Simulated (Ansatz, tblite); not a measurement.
**SiH(NHMe)3 (C₃H₁₃N₃Si): charged states by level of theory**

Aim: the energy of removing and adding an electron for SiH(NHMe)3 (C₃H₁₃N₃Si), by energy differences, and how well orbital energies stand in for it.

The runs use Ansatz 0.2.0, Gaussian basis; as each input shows.

Levels to be run: charge +1 doublet, at the geometry of the singlet (PBE0-D4/def2-TZVP, PBE-D4/def2-TZVP, revPBE-D4/def2-TZVP); charge -1 doublet, at the geometry of the singlet (PBE0-D4/def2-TZVPD, PBE-D4/def2-TZVPD, revPBE-D4/def2-TZVPD); the starting singlet's energies come from earlier runs.

2 further runs of the same task are left out: 2 set aside as unsound or not needed.

### 1 The structure

The geometry is that of the singlet, from an earlier relaxation (r2SCAN-D4/def2-SVP).

20 atoms, charge 0, spin multiplicity 1.

Atoms are counted from 1 here; the program's logs count them from 0.

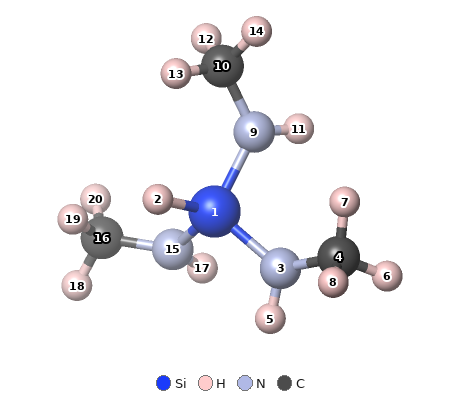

The structure; silicon blue, hydrogen pink, nitrogen light blue, carbon dark grey; atoms are numbered from 1 in the order of the file.

As a file:

```
Si    0.1956   -0.2283    0.2117
H    -0.0941   -0.3921    1.6743
N     1.8083   -0.0352   -0.3754
C     2.6231    1.1592   -0.3107
H     2.3400   -0.8918   -0.5026
H     3.1690    1.3415   -1.2554
H     1.9714    2.0286   -0.1343
H     3.3726    1.1397    0.5054
N    -0.5904    1.2694   -0.1726
C    -1.7307    1.8381    0.5133
H    -0.4335    1.6599   -1.0985
H    -2.6986    1.6523    0.0057
H    -1.8083    1.4015    1.5220
H    -1.6326    2.9315    0.6452
N    -0.2823   -1.7515   -0.4655
C    -1.3213   -2.6179    0.0479
H    -0.0605   -1.9181   -1.4441
H    -1.0437   -3.6856   -0.0260
H    -1.4833   -2.4050    1.1170
H    -2.3009   -2.4963   -0.4575
```

### 2 Charge +1 doublet at the fixed geometry, PBE0-D4/def2-TZVP

File in.yaml:

```yaml
crystal:
  periodic: [false, false, false]
  atoms:
    - {symbol: Si, position_ang: [0.195623, -0.228288, 0.211744]}
    - {symbol: H, position_ang: [-0.094093, -0.392072, 1.674268]}
    - {symbol: N, position_ang: [1.808306, -0.035232, -0.375404]}
    - {symbol: C, position_ang: [2.623119, 1.159232, -0.310689]}
    - {symbol: H, position_ang: [2.340045, -0.891789, -0.502550]}
    - {symbol: H, position_ang: [3.169039, 1.341538, -1.255395]}
    - {symbol: H, position_ang: [1.971438, 2.028591, -0.134306]}
    - {symbol: H, position_ang: [3.372568, 1.139692, 0.505394]}
    - {symbol: N, position_ang: [-0.590403, 1.269356, -0.172613]}
    - {symbol: C, position_ang: [-1.730687, 1.838139, 0.513291]}
    - {symbol: H, position_ang: [-0.433466, 1.659944, -1.098533]}
    - {symbol: H, position_ang: [-2.698649, 1.652257, 0.005711]}
    - {symbol: H, position_ang: [-1.808319, 1.401481, 1.522050]}
    - {symbol: H, position_ang: [-1.632581, 2.931494, 0.645190]}
    - {symbol: N, position_ang: [-0.282258, -1.751464, -0.465542]}
    - {symbol: C, position_ang: [-1.321252, -2.617907, 0.047933]}
    - {symbol: H, position_ang: [-0.060544, -1.918051, -1.444134]}
    - {symbol: H, position_ang: [-1.043692, -3.685603, -0.025990]}
    - {symbol: H, position_ang: [-1.483263, -2.404976, 1.117041]}
    - {symbol: H, position_ang: [-2.300922, -2.496342, -0.457466]}
basis:
  gaussian: {orbitals: def2-TZVP}
total_charge: 1
magnetization: {spin_polarized: true, initial_magnetization: 1}
hamiltonian: {xc: pbe0, dispersion: d4}
scf: {omitted_lower_state_checks: [starts]}
output: {orbitals: {seedname: orbitals}}
```

Run with:

```sh
> ansatz run in.yaml --threads 4 --pin off --events-out ev --progress --plain --max-ram 4787MiB
```

Output:

```text
Functional definition: PBE0
  name "PBE0"
  cite "Adamo & Barone, J. Chem. Phys. 110, 6158 (1999) doi:10.1063/1.478522"
  cite "Perdew, Burke & Ernzerhof, Phys. Rev. Lett. 77, 3865 (1996) doi:10.1103/PhysRevLett.77.3865"
  parent pbe
  parameter a = 0.25
  parameter kappa = 0.804
  parameter beta = 0.06672455060314922
  exchange = (1 - a)*pbe_x(kappa = kappa, mu = beta*pi^2/3) + a*exact_x
  correlation = pbe_c(beta = beta)
these checks for a lower state are left out or cut short: starts
1845 factors; their error is unknown
mean field evaluation 1: about -15631.0117 eV, gradient 7.6e1 eV
mean field evaluation 2: about -15604.0377 eV, gradient 1.0e2 eV
mean field evaluation 4: about -15652.8237 eV, gradient 2.4e1 eV
mean field evaluation 8: about -15655.3735 eV, gradient 1.1e0 eV
mean field evaluation 16: about -15655.4109 eV, gradient 3.8e-1 eV
mean field evaluation 32: about -15655.4114 eV, gradient 7.3e-5 eV
mean field -15655.41142284 eV, -575.3257581704 hartree, gradient 1.2e-5 eV, S^2 0.763660; 0 other end points of the search recorded, 0 dependent functions left out
reference -15655.41146236 eV, -575.3257596225 hartree; 33, 32 occupied and 268, 269 virtual orbitals, 1845 factors
Total energy: -15655.75894758 eV, -575.3385294691 hartree
Checks for a lower state left out: starts
```

Run time: 29 s. Hardware: 4 threads of Intel Xeon at 2.70GHz, shared host; peak memory 1.2 GiB.

HOMO -10.94 eV, LUMO -9.68 eV (over both spins); ⟨S²⟩ 0.764 (pure: 0.75).

### 3 Charge +1 doublet at the fixed geometry, PBE-D4/def2-TZVP

start.molden holds the orbitals of an earlier run on this state, given as this run's starting guess.

Changes to in.yaml since step 2:

```diff
@@ -24,6 +24,6 @@
 basis:
-  gaussian: {orbitals: def2-TZVP}
+  gaussian: {orbitals: def2-TZVP, initial_orbitals: start.molden}
 total_charge: 1
 magnetization: {spin_polarized: true, initial_magnetization: 1}
-hamiltonian: {xc: pbe0, dispersion: d4}
+hamiltonian: {xc: pbe, dispersion: d4}
 scf: {omitted_lower_state_checks: [starts]}
```

Same command.

Output:

```text
Functional definition: PBE
  name "PBE"
  cite "Perdew, Burke & Ernzerhof, Phys. Rev. Lett. 77, 3865 (1996) doi:10.1103/PhysRevLett.77.3865"
  parent pbe
  parameter kappa = 0.804
  parameter beta = 0.06672455060314922
  exchange = pbe_x(kappa = kappa, mu = beta*pi^2/3)
  correlation = pbe_c(beta = beta)
these checks for a lower state are left out or cut short: starts
1829 factors; their error is unknown
mean field evaluation 1: about -15653.9492 eV, gradient 8.6e0 eV
mean field evaluation 2: about -15654.1492 eV, gradient 4.6e-1 eV
mean field evaluation 4: about -15654.1145 eV, gradient 4.8e-1 eV
mean field evaluation 8: about -15654.1156 eV, gradient 1.3e-4 eV
mean field -15654.11562556 eV, -575.2781384987 hartree, gradient 1.9e-5 eV, S^2 0.753194; 0 other end points of the search recorded, 0 dependent functions left out
reference -15654.11567826 eV, -575.2781404354 hartree; 33, 32 occupied and 268, 269 virtual orbitals, 1829 factors
Total energy: -15654.52322468 eV, -575.2931174900 hartree
Checks for a lower state left out: starts
```

Run time: 8 s. Hardware: 4 threads of Intel Xeon at 2.70GHz, shared host.

HOMO -10.08 eV, LUMO -10.06 eV (over both spins); ⟨S²⟩ 0.753 (pure: 0.75).

### 4 Charge +1 doublet at the fixed geometry, revPBE-D4/def2-TZVP

Changes to in.yaml since step 3:

```diff
@@ -27,3 +27,3 @@
 magnetization: {spin_polarized: true, initial_magnetization: 1}
-hamiltonian: {xc: pbe, dispersion: d4}
+hamiltonian: {xc: {name: revPBE}, dispersion: d4}
 scf: {omitted_lower_state_checks: [starts]}
```

The command is unchanged.

Output:

```text
Functional definition: revPBE
  name "revPBE"
  cite "Zhang & Yang, Phys. Rev. Lett. 80, 890 (1998) doi:10.1103/PhysRevLett.80.890"
  cite "Perdew, Burke & Ernzerhof, Phys. Rev. Lett. 77, 3865 (1996) doi:10.1103/PhysRevLett.77.3865"
  parameter kappa = 1.245
  parameter beta = 0.06672455060314922
  exchange = pbe_x(kappa = kappa, mu = beta*pi^2/3)
  correlation = pbe_c(beta = beta)
these checks for a lower state are left out or cut short: starts
1829 factors; their error is unknown
mean field evaluation 1: about -15664.0609 eV, gradient 8.7e0 eV
mean field evaluation 2: about -15664.2229 eV, gradient 4.2e-1 eV
mean field evaluation 4: about -15664.1877 eV, gradient 2.7e-1 eV
mean field evaluation 8: about -15664.1882 eV, gradient 2.2e-4 eV
mean field -15664.18824075 eV, -575.6483002795 hartree, gradient 1.4e-5 eV, S^2 0.753473; 0 other end points of the search recorded, 0 dependent functions left out
reference -15664.18830652 eV, -575.6483026963 hartree; 33, 32 occupied and 268, 269 virtual orbitals, 1829 factors
Total energy: -15665.45933194 eV, -575.6950120191 hartree
Checks for a lower state left out: starts
```

Run time: 8.5 s. Hardware: 4 threads of Intel Xeon at 2.70GHz, shared host.

From the report: HOMO -10.03 eV, LUMO -10.01 eV (over both spins); ⟨S²⟩ 0.753 (pure: 0.75).

### 5 Vertical ionisation energy

Charged state less starting state, singlet to doublet; the starting state's energies are those of its earlier runs.

```csv
level,vertical ionisation energy (eV),time
PBE-D4/def2-TZVP,+7.53,13 s
revPBE-D4/def2-TZVP,+7.56,13 s
PBE0-D4/def2-TZVP,+7.98,35 s
```

Times add the two runs; a level without a time comes out of a correlated run.

Beside −ε(HOMO) of the starting state:

```csv
level,−ε(HOMO) (eV),by difference (eV),mismatch (eV)
PBE-D4/def2-TZVP,4.83,7.53,-2.69
revPBE-D4/def2-TZVP,4.78,7.56,-2.78
PBE0-D4/def2-TZVP,6.18,7.98,-1.79
```

### 6 Charge -1 doublet at the fixed geometry, PBE0-D4/def2-TZVPD

Changes to in.yaml since step 4:

```diff
@@ -24,6 +24,6 @@
 basis:
-  gaussian: {orbitals: def2-TZVP, initial_orbitals: start.molden}
-total_charge: 1
+  gaussian: {orbitals: def2-TZVPD}
+total_charge: -1
 magnetization: {spin_polarized: true, initial_magnetization: 1}
-hamiltonian: {xc: {name: revPBE}, dispersion: d4}
+hamiltonian: {xc: pbe0, dispersion: d4}
 scf: {omitted_lower_state_checks: [starts]}
```

The command is unchanged.

Output:

```text
Functional definition: PBE0
  name "PBE0"
  cite "Adamo & Barone, J. Chem. Phys. 110, 6158 (1999) doi:10.1063/1.478522"
  cite "Perdew, Burke & Ernzerhof, Phys. Rev. Lett. 77, 3865 (1996) doi:10.1103/PhysRevLett.77.3865"
  parent pbe
  parameter a = 0.25
  parameter kappa = 0.804
  parameter beta = 0.06672455060314922
  exchange = (1 - a)*pbe_x(kappa = kappa, mu = beta*pi^2/3) + a*exact_x
  correlation = pbe_c(beta = beta)
these checks for a lower state are left out or cut short: starts
2018 factors; their error is unknown
mean field evaluation 1: about -15649.6910 eV, gradient 5.3e1 eV
mean field evaluation 2: about -15637.6998 eV, gradient 7.4e1 eV
mean field evaluation 4: about -15662.2288 eV, gradient 4.6e0 eV
mean field evaluation 8: about -15662.3291 eV, gradient 2.1e-1 eV
mean field evaluation 16: about -15662.3126 eV, gradient 5.0e-3 eV
mean field evaluation 32: about -15662.3125 eV, gradient 3.6e-5 eV
mean field -15662.31253918 eV, -575.5793695181 hartree, gradient 1.3e-5 eV, S^2 0.750165; 0 other end points of the search recorded, 0 dependent functions left out
reference -15662.31258792 eV, -575.5793713092 hartree; 34, 33 occupied and 348, 349 virtual orbitals, 2018 factors
Total energy: -15662.73451209 eV, -575.5948767364 hartree
Checks for a lower state left out: starts
```

It took 64 s on 4 threads of Intel Xeon at 2.70GHz, shared host; peak memory 1.9 GiB.

From the report: HOMO 1.99 eV, LUMO 2.96 eV (over both spins); ⟨S²⟩ 0.750 (pure: 0.75). Doubts: highest occupied level lies above zero.

### 7 Charge -1 doublet at the fixed geometry, PBE-D4/def2-TZVPD

Changes to in.yaml since step 6:

```diff
@@ -24,6 +24,6 @@
 basis:
-  gaussian: {orbitals: def2-TZVPD}
+  gaussian: {orbitals: def2-TZVPD, initial_orbitals: start.molden}
 total_charge: -1
 magnetization: {spin_polarized: true, initial_magnetization: 1}
-hamiltonian: {xc: pbe0, dispersion: d4}
+hamiltonian: {xc: pbe, dispersion: d4}
 scf: {omitted_lower_state_checks: [starts]}
```

Launched as before.

Output:

```text
Functional definition: PBE
  name "PBE"
  cite "Perdew, Burke & Ernzerhof, Phys. Rev. Lett. 77, 3865 (1996) doi:10.1103/PhysRevLett.77.3865"
  parent pbe
  parameter kappa = 0.804
  parameter beta = 0.06672455060314922
  exchange = pbe_x(kappa = kappa, mu = beta*pi^2/3)
  correlation = pbe_c(beta = beta)
these checks for a lower state are left out or cut short: starts
1997 factors; their error is unknown
mean field evaluation 1: about -15660.6690 eV, gradient 8.6e0 eV
mean field evaluation 2: about -15660.8347 eV, gradient 2.2e-1 eV
mean field evaluation 4: about -15660.7720 eV, gradient 1.1e-2 eV
mean field evaluation 8: about -15660.7720 eV, gradient 2.3e-5 eV
mean field -15660.77198872 eV, -575.5227553330 hartree, gradient 1.9e-5 eV, S^2 0.750221; 0 other end points of the search recorded, 0 dependent functions left out
reference -15660.77205278 eV, -575.5227576873 hartree; 34, 33 occupied and 348, 349 virtual orbitals, 1997 factors
Total energy: -15661.26662626 eV, -575.5409329272 hartree
Checks for a lower state left out: starts
```

It took 23 s on 4 threads of Intel Xeon at 2.70GHz, shared host.

HOMO 2.16 eV, LUMO 2.45 eV (over both spins); ⟨S²⟩ 0.750 (pure: 0.75). Doubts: highest occupied level lies above zero.

### 8 Charge -1 doublet at the fixed geometry, revPBE-D4/def2-TZVPD

Changes to in.yaml since step 7:

```diff
@@ -27,3 +27,3 @@
 magnetization: {spin_polarized: true, initial_magnetization: 1}
-hamiltonian: {xc: pbe, dispersion: d4}
+hamiltonian: {xc: {name: revPBE}, dispersion: d4}
 scf: {omitted_lower_state_checks: [starts]}
```

Same command.

Output:

```text
Functional definition: revPBE
  name "revPBE"
  cite "Zhang & Yang, Phys. Rev. Lett. 80, 890 (1998) doi:10.1103/PhysRevLett.80.890"
  cite "Perdew, Burke & Ernzerhof, Phys. Rev. Lett. 77, 3865 (1996) doi:10.1103/PhysRevLett.77.3865"
  parameter kappa = 1.245
  parameter beta = 0.06672455060314922
  exchange = pbe_x(kappa = kappa, mu = beta*pi^2/3)
  correlation = pbe_c(beta = beta)
these checks for a lower state are left out or cut short: starts
1997 factors; their error is unknown
mean field evaluation 1: about -15670.6528 eV, gradient 8.7e0 eV
mean field evaluation 2: about -15670.7779 eV, gradient 1.8e-1 eV
mean field evaluation 4: about -15670.7126 eV, gradient 7.7e-3 eV
mean field evaluation 8: about -15670.7126 eV, gradient 1.5e-5 eV
mean field -15670.71259453 eV, -575.8880658583 hartree, gradient 2.5e-5 eV, S^2 0.750151; 0 other end points of the search recorded, 0 dependent functions left out
reference -15670.71267450 eV, -575.8880687973 hartree; 34, 33 occupied and 348, 349 virtual orbitals, 1997 factors
Total energy: -15672.27221662 eV, -575.9453809133 hartree
Checks for a lower state left out: starts
```

Run time: 25 s. Hardware: 4 threads of Intel Xeon at 2.70GHz, shared host.

HOMO 2.21 eV, LUMO 2.38 eV (over both spins); ⟨S²⟩ 0.750 (pure: 0.75). Doubts: highest occupied level lies above zero.

### 9 Vertical electron affinity

Starting state less charged state (positive: the electron is bound), singlet to doublet; the starting state's energies are those of its earlier runs.

```csv
level,vertical electron affinity (eV),time
PBE-D4/def2-TZVPD,-0.87,30 s
revPBE-D4/def2-TZVPD,-0.84,32 s
PBE0-D4/def2-TZVPD,-1.07,73 s
```

Times add the two runs; a level without a time comes out of a correlated run.

Beside −ε(LUMO) of the starting state:

```csv
level,−ε(LUMO) (eV),by difference (eV),mismatch (eV)
PBE-D4/def2-TZVPD,0.34,-0.87,+1.22
revPBE-D4/def2-TZVPD,0.35,-0.84,+1.19
PBE0-D4/def2-TZVPD,-0.28,-1.07,+0.80
```

### 10 Outcome

```
                                             quantity                                    value
 vertical ionisation energy, functionals in def2-TZVP       7.53 (PBE-D4) to 7.98 eV (PBE0-D4)
vertical electron affinity, functionals in def2-TZVPD  -1.07 (PBE0-D4) to -0.84 eV (revPBE-D4)
```

The vertical ionisation energy spans 7.53 to 7.98 eV over the functionals. −ε(HOMO) misses the level's own difference by -1.79 eV at best (PBE0-D4) and -2.78 eV at worst (revPBE-D4). The vertical electron affinity spans -1.07 to -0.84 eV over the functionals. A negative affinity means an unbound electron, held by the basis alone. −ε(LUMO) misses the level's own difference by +0.80 eV at best (PBE0-D4) and +1.22 eV at worst (PBE-D4).
